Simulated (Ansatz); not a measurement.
**AlBr2F (SMILES [F][Al]([Br])[Br]): density, localisation and related maps**

Input

```
basis:
  gaussian:
    orbitals: def2-TZVPD
crystal:
  periodic: [false, false, false]
  atoms:
    - {symbol: Al, position_ang: [0.013611, 0.027356, 0.112272]}
    - {symbol: Br, position_ang: [1.422978, -1.601547, -0.438065]}
    - {symbol: Br, position_ang: [-1.391167, 0.921913, -1.360381]}
    - {symbol: F, position_ang: [0.010076, 0.591878, 1.665876]}
hamiltonian:
  xc: pbe0
output: {forces: true, orbitals: {seedname: orbitals}}
```

Run with:

```sh
ansatz run input.yaml --threads 2 --pin off --max-ram 5220MiB --events-out events.jsonl --progress --plain --runs-dir runs
```

Geometry: PBE0-D4/def2-SVP.

All numbers below come from Ansatz 0.2.0, isolated molecule in a Gaussian basis; Kohn-Sham density functional theory, functional PBE0.

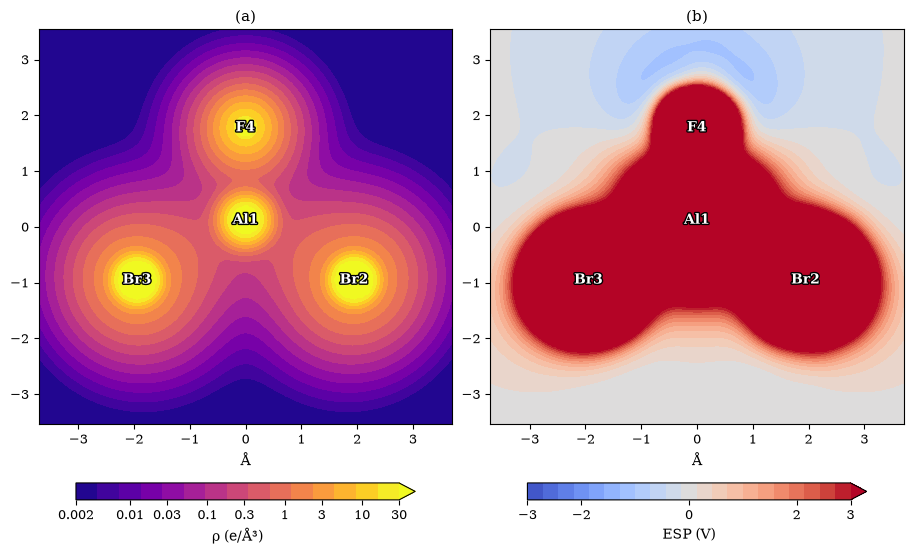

Figure 1. (a) total electron density; (b) electrostatic potential on the molecular plane.

### Describe what can be read from this map.

The plane passes through Al, Br and F nuclei.
Al–F (1.65 Å): ρ is about 0.91 e/Å³ halfway.
Al–Br (2.22 Å): ρ is about 0.7 e/Å³ halfway.
Outside the dense part of the molecule the potential is most negative (−1.1 V) near F4.

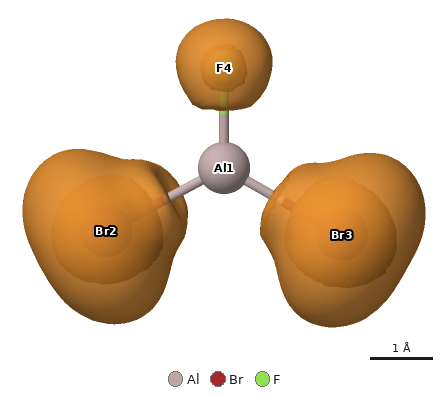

Figure 2. Isosurface of the electron localisation function at 0.75 (orange), seen across its widest extent. Core shells and regions of very low density are left out.

### What do the ELF domains correspond to?

The surface consists of two regions on Br in which the atom's valence shell and bonds are merged and one region wrapped around F (its valence shell). Profiles from the grid: Al–F (1.65 Å): the ELF peaks at about 0.85 in the valence shell of F, 0.6 Å from its nucleus, and is about 0.25 at the midpoint. Al–Br (2.22 Å): the ELF peaks at about 0.85 in the valence shell of Br, 1.1 Å from its nucleus, and is about 0.80 at the midpoint.

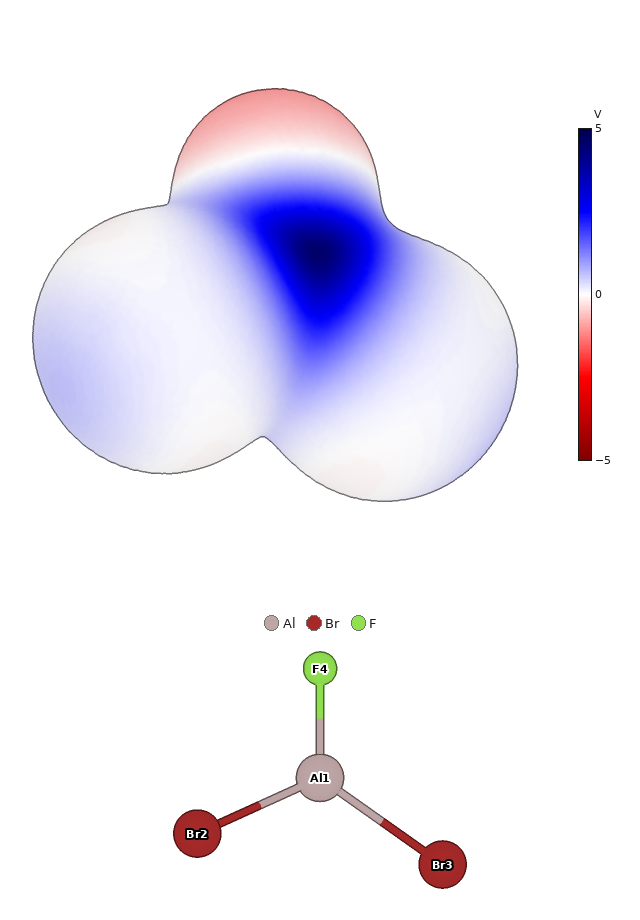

Figure 3. The molecular electrostatic potential painted on the density surface at 0.002 e/bohr³, seen at a tilt; the colour scale runs from red (negative) to blue (positive). The bare structure is drawn below in the same view.

### Where is the surface potential most negative and most positive?

The most negative region (about −1.0 V) lies over F4, the most positive (about +4.4 V) over Al1. Br2 shows a σ-hole: about +0.6 V at the tip opposite its bond, against about 0.0 V on its flanks. Br3 shows a σ-hole: about +0.6 V at the tip opposite its bond, against about 0.0 V on its flanks.
